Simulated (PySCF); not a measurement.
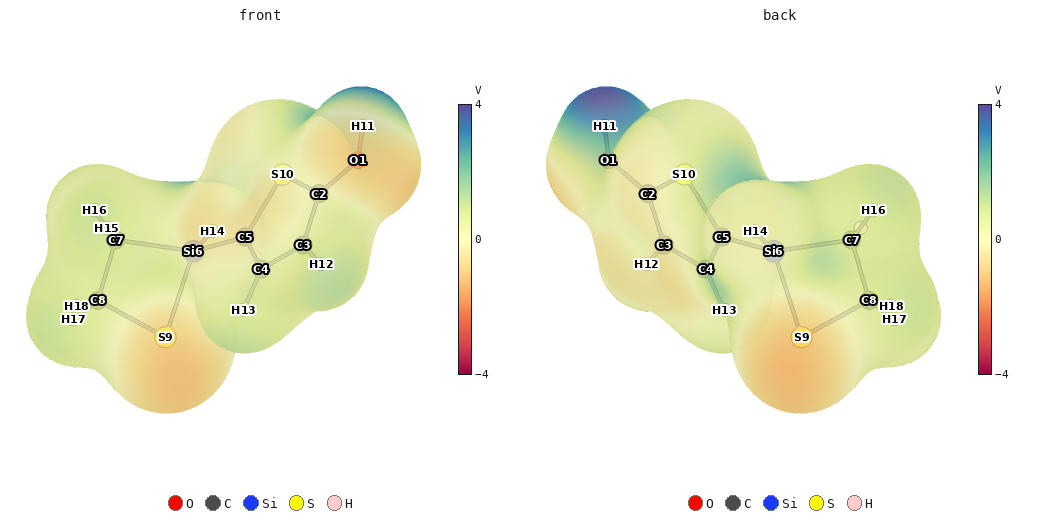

Figure. C6H8OS2Si. The electrostatic potential painted on the density surface at 0.004 e/bohr³, seen from the front and from behind; red is negative and blue positive.

Geometry: GFN2-xTB.

The calculation used PySCF, PBE0/pcSseg-1, SCF density, gas phase, non-relativistic.

| atom | x (Å) | y (Å) | z (Å) |
| --- | --- | --- | --- |
| O | 4.4393 | 0.4402 | 0.2561 |
| C | 3.1462 | 0.0871 | 0.1547 |
| C | 2.5487 | -0.9647 | 0.7817 |
| C | 1.1798 | -1.0653 | 0.4661 |
| C | 0.7238 | -0.1046 | -0.3877 |
| Si | -0.9678 | 0.1543 | -1.1121 |
| C | -2.3087 | 1.0287 | -0.0756 |
| C | -3.2951 | -0.1413 | -0.0837 |
| S | -2.2936 | -1.5141 | -0.7848 |
| S | 2.0210 | 0.9692 | -0.8364 |
| H | 4.6308 | 1.2139 | -0.2861 |
| H | 3.0773 | -1.6325 | 1.4353 |
| H | 0.5375 | -1.8364 | 0.8526 |
| H | -0.9167 | 0.5805 | -2.5105 |
| H | -1.9913 | 1.2648 | 0.9391 |
| H | -2.7370 | 1.9322 | -0.5039 |
| H | -3.6587 | -0.4307 | 0.8996 |
| H | -4.1444 | 0.0251 | -0.7429 |

Which sites attract a positive test charge, and which a negative one?

Answer. A positive charge is drawn to the negative regions and a negative charge to the positive ones. The most negative region (about −1.3 V, or −30 kcal/mol for a unit charge) lies over S9, the most positive (about +3.8 V, or +88 kcal/mol for a unit charge) over H11.
